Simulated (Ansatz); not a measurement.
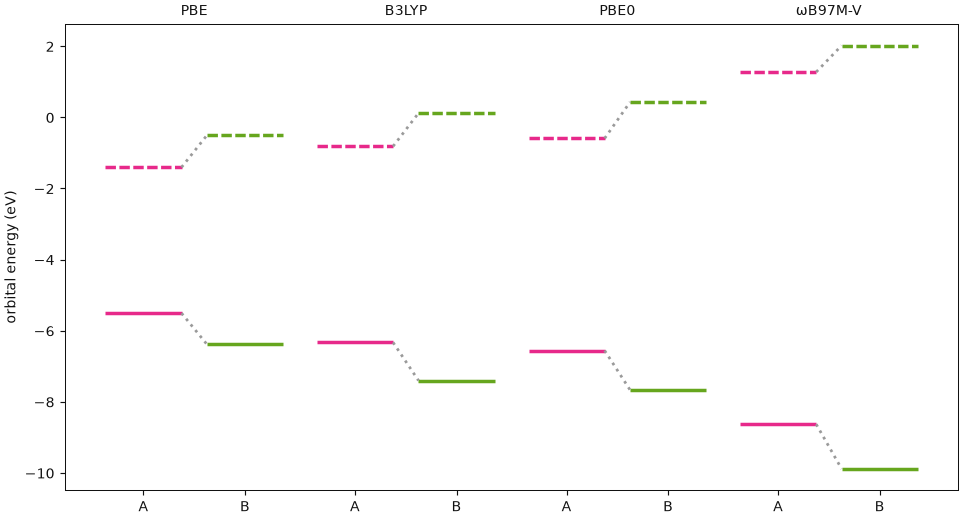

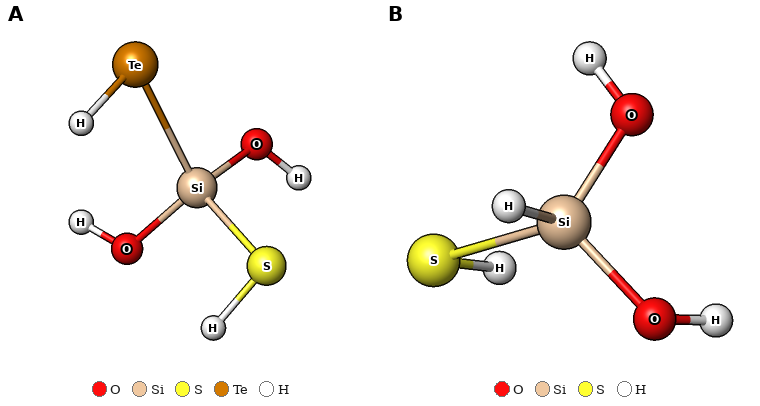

One change: A, SiH₄TeSO₂ (SMILES O[Si](O)(S)[TeH]), becomes B, SiH₄SO₂ (SMILES O[SiH](O)S). TeH on Si is replaced by H. HOMO (solid) and LUMO (dashed) computed in def2-TZVPP at PBE0-D4/def2-TZVP geometries, both minima by their frequencies, gas phase, the Ansatz code. Empty levels above zero depend strongly on the basis.

> What does the change do to HOMO and LUMO?

PBE: the HOMO falls by 0.88 eV, the LUMO rises by 0.90 eV, and the separation goes from 4.10 to 5.88 eV. B3LYP: the HOMO falls by 1.07 eV, the LUMO rises by 0.93 eV, and the separation goes from 5.52 to 7.52 eV. PBE0: the HOMO falls by 1.11 eV, the LUMO rises by 1.02 eV, and the separation goes from 5.97 to 8.10 eV. ωB97M-V: the HOMO falls by 1.26 eV, the LUMO rises by 0.74 eV, and the separation goes from 9.91 to 11.91 eV.

> Do the functionals agree on the effect?

They agree on the direction for both levels; the HOMO shift lies between −1.26 and −0.88 eV and the LUMO shift between 0.74 and 1.02 eV, while the separations themselves differ by up to 6.0 eV between functionals.

Caveats: core potentials past krypton; spin-orbit coupling is left out, and with Te it can shift these values.
